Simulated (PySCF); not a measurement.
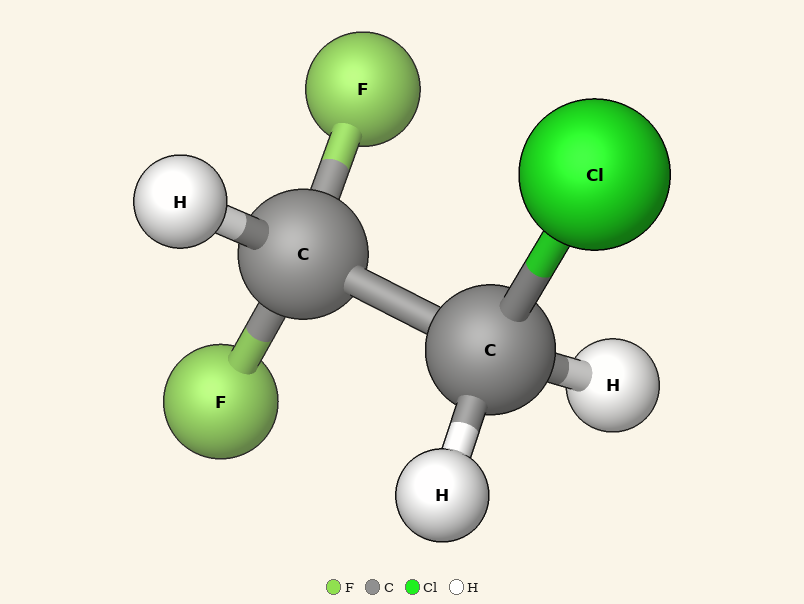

Rendered structure (ball-and-stick style).

The computed structure is the end point of a PBE0-D3(BJ)/def2-SVP optimisation. No frequency run is at hand to confirm it as a minimum.

Question: Which formula does it have?

Answer: C₂H₃ClF₂, 8 atoms: 2 carbon, 3 hydrogen, 1 chlorine and 2 fluorine.

Question: How many bonds of each kind are drawn?

Answer: 3 C–H, 2 C–F, 1 C–C, 1 C–Cl.

Question: What is its SMILES?

Answer: FC(F)CCl

Question: Describe its rings.

Answer: It has no ring.

More results for the same structure follow; atom numbers are the same in all pictures, views and colours differ.

Geometry

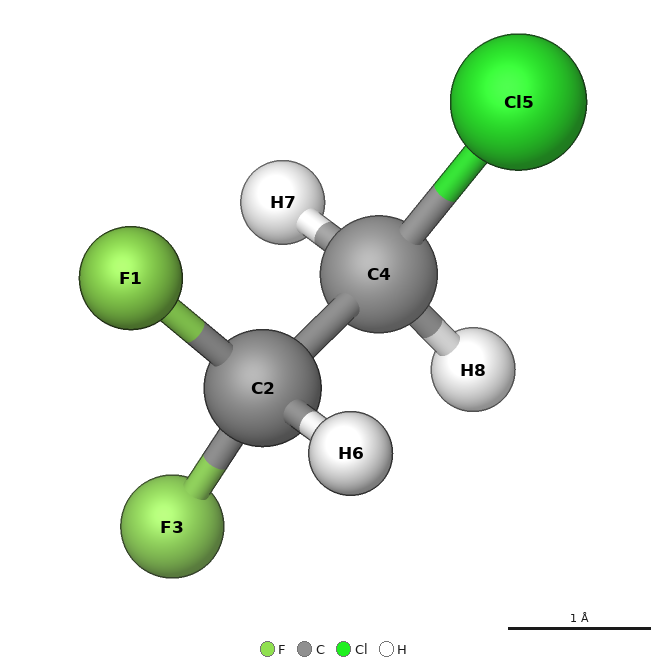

Atoms carry their numbers in the input. No frequency run is at hand to confirm it as a minimum.

Which atoms are bonded, and how long are the bonds?

```
  bond  length (Å)   order
 F1–C2       1.344  single
 C2–F3       1.352  single
 C2–C4       1.511  single
 C2–H6       1.104  single
C4–Cl5       1.773  single
 C4–H7       1.099  single
 C4–H8       1.098  single
```

NMR shielding

The questions are on isotropic NMR shieldings of the F atoms. No frequency run is at hand to confirm it as a minimum. Level of theory: GIAO PBE0/STO-3G NMR shielding, non-relativistic, gas phase (PySCF 2.14.0).

List the isotropic NMR shieldings of the F atoms.

```json
{"atom": "F1", "σ (ppm)": "418.8"}
{"atom": "F3", "σ (ppm)": "412.2"}
```

Electronic properties

No frequency run is at hand to confirm it as a minimum. Method: PBE0/STO-3G, gas phase (PySCF 2.14.0).

What does the calculation give?

- dipole moment: 1.60 D
- HOMO energy (Kohn–Sham orbital): −5.75 eV
- LUMO energy (Kohn–Sham orbital): 4.11 eV
- HOMO–LUMO gap: 9.85 eV

Quadrupole coupling

No frequency run is at hand to confirm it as a minimum. Electric field gradients from the ground-state density, PBE0/6-311+G(2d,p) (PySCF 2.14.0), non-relativistic apart from any core potentials.

Give the largest field-gradient component, the quadrupole coupling constant and the asymmetry for 35Cl at Cl5 (Q = −81.7 mb), 2H at H6 (Q = 2.86 mb), 2H at H7 (Q = 2.86 mb).

| atom | V_zz (a.u.) | e²qQ/h (MHz) | η |
| --- | --- | --- | --- |
| Cl5 | 3.757 | −72.1 | 0.04 |
| H6 | 0.268 | 0.180 | 0.03 |
| H7 | 0.284 | 0.191 | 0.04 |
